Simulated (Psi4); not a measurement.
## Single-point calculation, with input and output: InNH₂Cl (part 2 of 2)

The same run, continued: InNH₂Cl, multiplicity 2; B3LYP/def2-SVP, UKS, dispersion D3(BJ), core potentials def2 (Psi4 1.11). 

Geometry of the input (Å):
```
N  -0.4131  0.9577  -0.6697
In -0.6821  -1.0687  -0.3291
Cl 1.3915  -2.2115  1.0187
H  -1.2702  1.4329  -0.9325
H  -0.0582  1.4123  0.1680
```

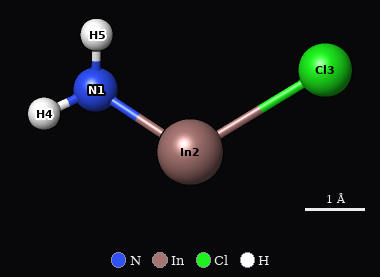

**Figure 1.** The structure (ball-and-stick view, seen on its broad side; atoms are numbered from 1 in the order of the input). Sticks mark near contacts.

Log, continued
```
       Center              X                  Y                   Z               Mass
    ------------   -----------------  -----------------  -----------------  -----------------
         N           -0.005572011413     0.526880769588    -2.093199287079    14.003074004430
         IN          -0.005572011413     0.526880769588    -0.020841287079   114.903878776000
         CL          -0.005572011413    -1.978694397955     1.048947682669    34.968852682000
         H            0.250603301124     1.424979814950    -2.489798205548     1.007825032230
         H            0.655424857611    -0.160793693511    -2.446105924918     1.007825032230

  Running in c1 symmetry.

  Rotational constants: A =      0.36382  B =      0.06980  C =      0.05874 [cm^-1]
  Rotational constants: A =  10907.06477  B =   2092.48307  C =   1760.90475 [MHz]
  Nuclear repulsion =  142.720019971522959

  Charge       = 0
  Multiplicity = 2
  Electrons    = 47
  Nalpha       = 24
  Nbeta        = 23

  ==> Algorithm <==

  SCF Algorithm Type is DF.
  DIIS enabled.
  MOM disabled.
  Fractional occupation disabled.
  Guess Type is READ.
  Energy threshold   = 1.00e-06
  Density threshold  = 1.00e-06
  Integral threshold = 1.00e-12

  ==> Primary Basis <==

  Basis Set: DEF2-SVP
    Blend: DEF2-SVP
    Number of shells: 30
    Number of basis functions: 68
    Number of Cartesian functions: 72
    Spherical Harmonics?: true
    Max angular momentum: 2

  Core potential: DEF2-SVP
    Number of shells: 4
    Number of ECP primitives: 18
    Number of ECP core electrons: 28
    Max angular momentum: 3

  ==> DFT Potential <==

   => LibXC <=

    Version 7.1.2

   => Composite Functional: B3LYP-D3BJ2B <=

    B3LYP-d3bj2b Hyb-GGA Exchange-Correlation Functional

    Deriv               =              1
    GGA                 =           TRUE
    Meta                =          FALSE

    Exchange Hybrid     =           TRUE
    MP2 Hybrid          =          FALSE

   => Exchange Functionals <=

    0.0800   Slater exchange
    0.7200         Becke 88

   => Exact (HF) Exchange <=

    0.2000               HF

   => Correlation Functionals <=

    0.1900   Vosko, Wilk & Nusair (VWN5_RPA)
    0.8100   Lee, Yang & Parr

   => LibXC Density Thresholds  <==

    XC_HYB_GGA_XC_B3LYP:  1.00E-15

   => Molecular Quadrature <=

    Radial Scheme          =       TREUTLER
    Pruning Scheme         =           NONE
    Nuclear Scheme         =       TREUTLER

    Blocking Scheme        =         OCTREE
    BS radius alpha        =              1
    Pruning alpha          =              1
    Radial Points          =             75
    Spherical Points       =            302
    Total Points           =         108470
    Total Blocks           =            888
    Max Points             =            256
    Max Functions          =             66
    Weights Tolerance      =       1.00E-15

   => Loading Basis Set <=

    Name: (DEF2-SVP AUX)
    Role: JKFIT
    Keyword: DF_BASIS_SCF

   => Loading Basis Set <=

    Name: DEF2-SVP
    Role: ORBITAL
    Keyword: BASIS

    !!!  WARNING: ECP capability is in beta. Please check occupations closely.  !!!

  Reading orbitals from file scr/output.default.3240.180.npy, no projection.

  ==> Integral Setup <==

  DFHelper Memory: AOs need 0.018 GiB; user supplied 0.957 GiB.
  SCF_SUBTYPE=INCORE selected. In-core MEM_DF algorithm will be used.
  Using in-core AOs.

  ==> MemDFJK: Density-Fitted J/K Matrices <==

    J tasked:                   Yes
    K tasked:                   Yes
    wK tasked:                   No
    Memory [MiB]:               980
    Algorithm:                 Core
    Schwarz Cutoff:           1E-12
    Mask sparsity (%):       5.0606
    Fitting Condition:        1E-10

   => Auxiliary Basis Set <=

  Basis Set: (DEF2-SVP AUX)
    Blend: DEF2-UNIVERSAL-JKFIT
    Number of shells: 121
    Number of basis functions: 459
    Number of Cartesian functions: 597
    Spherical Harmonics?: true
    Max angular momentum: 5

  Cached 100.0% of DFT collocation blocks in 0.160 [GiB].

  Minimum eigenvalue in the overlap matrix is 2.4587921788E-02.
  Reciprocal condition number of the overlap matrix is 5.3143406254E-03.
    Using symmetric orthogonalization.

  ==> Pre-Iterations <==

  SCF Guess: Orbitals guess was supplied from a previous computation.

   -------------------------------------------------------
    Irrep   Nso     Nmo     Nalpha   Nbeta   Ndocc  Nsocc
   -------------------------------------------------------
     A         68      68      24      23      23       1
   -------------------------------------------------------
    Total      68      68      24      23      23       1
   -------------------------------------------------------

  ==> Iterations <==

                           Total Energy        Delta E     RMS |[F,P]|

   @DF-UKS iter   0:  -706.17711455663596   -7.06177e+02   3.24710e-03
   @DF-UKS iter   1:  -706.20449822652154   -2.73837e-02   8.28583e-04 ADIIS/DIIS
   @DF-UKS iter   2:  -706.20360634497445    8.91882e-04   1.01034e-03 ADIIS/DIIS
   @DF-UKS iter   3:  -706.20717227195223   -3.56593e-03   2.18431e-04 ADIIS/DIIS
   @DF-UKS iter   4:  -706.20730353718363   -1.31265e-04   1.14677e-04 ADIIS/DIIS
   @DF-UKS iter   5:  -706.20733849712792   -3.49599e-05   4.40093e-05 DIIS
   @DF-UKS iter   6:  -706.20734933987023   -1.08427e-05   1.90036e-05 DIIS
   @DF-UKS iter   7:  -706.20735164703649   -2.30717e-06   4.07156e-06 DIIS
   @DF-UKS iter   8:  -706.20735184340549   -1.96369e-07   2.02080e-06 DIIS
   @DF-UKS iter   9:  -706.20735187300522   -2.95997e-08   8.01281e-07 DIIS
  Energy and wave function converged.

  ==> Post-Iterations <==

   Electrons on quadrature grid:
      Nalpha   =   23.9999950528 ; deviation = -4.947e-06
      Nbeta    =   22.9999952031 ; deviation = -4.797e-06
      Ntotal   =   46.9999902559 ; deviation = -9.744e-06

   @Spin Contamination Metric:   7.904657788E-03
   @S^2 Expected:                7.500000000E-01
   @S^2 Observed:                7.579046578E-01
   @S   Expected:                5.000000000E-01
   @S   Observed:                5.000000000E-01

    Orbital Energies [Eh]
    ---------------------

    Alpha Occupied:

       1A   -101.440965     2A    -14.342115     3A     -9.391919
       4A     -7.160226     5A     -7.152496     6A     -7.152241
       7A     -4.692612     8A     -3.097886     9A     -3.094543
      10A     -3.090752    11A     -0.860303    12A     -0.785290
      13A     -0.783372    14A     -0.780863    15A     -0.780212
      16A     -0.770231    17A     -0.731609    18A     -0.492297
      19A     -0.430795    20A     -0.326118    21A     -0.297096
      22A     -0.266496    23A     -0.264614    24A     -0.237148

    Alpha Virtual:

      25A     -0.067959    26A     -0.024644    27A      0.001109
      28A      0.091717    29A      0.108498    30A      0.154070
      31A      0.169087    32A      0.182106    33A      0.227590
      34A      0.318851    35A      0.322532    36A      0.347522
      37A      0.384379    38A      0.501424    39A      0.601122
      40A      0.615975    41A      0.655619    42A      0.768338
      43A      0.821331    44A      0.834075    45A      0.841639
      46A      0.844379    47A      0.852491    48A      0.863755
      49A      0.873163    50A      0.966248    51A      0.970539
      52A      1.028127    53A      1.173248    54A      1.313764
      55A      1.430248    56A      1.694944    57A      1.726237
      58A      2.080219    59A      2.089208    60A      2.468614
      61A      2.536478    62A      2.722549    63A      3.034024
      64A      3.311990    65A     15.845064    66A     16.036806
      67A     16.602042    68A     60.859320

    Beta Occupied:

       1A   -101.439323     2A    -14.335062     3A     -9.390378
       4A     -7.155375     5A     -7.151426     6A     -7.151152
       7A     -4.690609     8A     -3.096067     9A     -3.092590
      10A     -3.089362    11A     -0.844551    12A     -0.782509
      13A     -0.780414    14A     -0.778567    15A     -0.777022
      16A     -0.764555    17A     -0.720799    18A     -0.487185
      19A     -0.412868    20A     -0.309146    21A     -0.270123
      22A     -0.261335    23A     -0.259389

    Beta Virtual:

      24A     -0.159133    25A     -0.056275    26A     -0.014228
      27A      0.009839    28A      0.099054    29A      0.111318
      30A      0.160930    31A      0.173724    32A      0.185712
      33A      0.238514    34A      0.328835    35A      0.333995
      36A      0.357810    37A      0.391021    38A      0.510929
      39A      0.606823    40A      0.622603    41A      0.660923
      42A      0.784494    43A      0.828987    44A      0.842604
      45A      0.846643    46A      0.848139    47A      0.862253
      48A      0.877241    49A      0.882527    50A      0.968982
      51A      0.978916    52A      1.037899    53A      1.182029
      54A      1.320462    55A      1.433591    56A      1.694698
      57A      1.732027    58A      2.083416    59A      2.106442
      60A      2.489448    61A      2.556661    62A      2.729506
      63A      3.043740    64A      3.316748    65A     15.847327
      66A     16.040089    67A     16.603847    68A     60.851765

    Final Occupation by Irrep:
              A
    DOCC [    23 ]
    SOCC [     1 ]
    NA   [    24 ]
    NB   [    23 ]

  @DF-UKS Final Energy:  -706.20735187300522

   => Energetics <=

    Nuclear Repulsion Energy =            142.7200199715229587
    One-Electron Energy =               -1331.1540365215328166
    Two-Electron Energy =                 524.8173725558050364
    DFT Exchange-Correlation Energy =     -42.5842028600140026
    Empirical Dispersion Energy =          -0.0065050187864214
    VV10 Nonlocal Energy =                  0.0000000000000000
    Total Energy =                       -706.2073518730052228

  UHF NO Occupations:
  HONO-2 :   22  A 1.9989224
  HONO-1 :   23  A 1.9973813
  HONO-0 :   24  A 1.0000000
  LUNO+0 :   25  A 0.0026187
  LUNO+1 :   26  A 0.0010776
  LUNO+2 :   27  A 0.0000794
  LUNO+3 :   28  A 0.0000423

Computation Completed

Properties will be evaluated at   0.000000,   0.000000,   0.000000 [a0]

Properties computed using the SCF density matrix

 Multipole Moments:

 ------------------------------------------------------------------------------------
     Multipole            Electronic (a.u.)      Nuclear  (a.u.)        Total (a.u.)
 ------------------------------------------------------------------------------------

 L = 1.  Multiply by 2.5417464519 to convert [e a0] to [Debye]
 Dipole X            :         -0.8165184            1.2383142            0.4217958
 Dipole Y            :         34.9409533          -33.2987830            1.6421704
 Dipole Z            :          3.2743765           -4.1457862           -0.8714096
 Magnitude           :                                                    1.9063027

 ------------------------------------------------------------------------------------

	total time  =          5 seconds =       0.08 minutes
```

Standard output
```
E = -706.207351873
```

Results in brief

| quantity | value |
| --- | --- |
| outcome | converged |
| total energy | −706.207352 hartree |
| dispersion energy | −0.006505 hartree |
| basis functions | 68 |
| ⟨S²⟩ | 0.758 |
| dipole moment | 4.85 D |
| wall time | 8.1 s |
| peak memory | 0.41 GiB |
